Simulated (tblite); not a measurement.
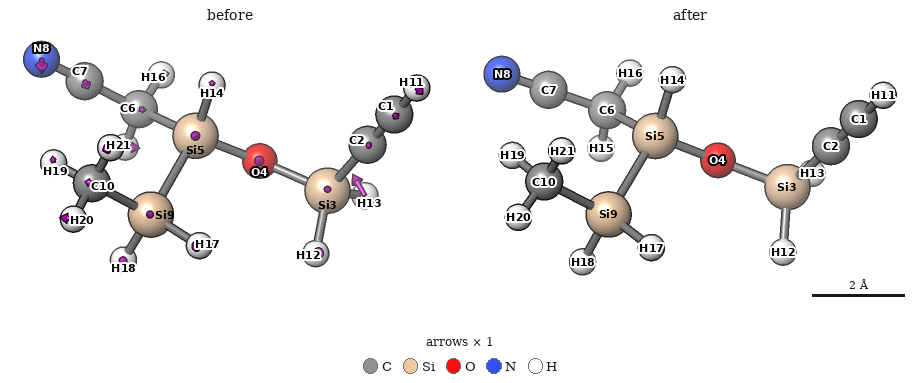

The structure of C5H11NOSi3 before (left) and after (right) a relaxation, at one scale. The purple arrows give the displacements, at their true length.

The picture is a ball-and-stick view, seen from a free direction.

Level of theory: GFN2-xTB geometry optimisation, gas phase (tblite 0.8.0). 

**Describe what moved and what it gained.**

After 116 geometry steps the energy has fallen by 34.2 kJ/mol. H13 moves most after the best rigid fit: 0.62 Å. Largest moves by element: H 0.62 Å, N 0.41 Å, C 0.27 Å, O 0.27 Å, Si 0.24 Å. Among the contacts that change: Si5–C6 1.867 → 1.931 Å, O4–Si5 1.672 → 1.627 Å, Si9–C10 1.851 → 1.896 Å, C6–C7 1.460 → 1.422 Å. Bond angles that change, for instance: Si3–O4–Si5 138.9° → 153.1°, Si9–Si5–H14 109.2° → 119.1°, O4–Si5–C6 111.3° → 102.4°. The run took 2.5 s on 1 thread of Arm Neoverse N1, with other jobs on the host.
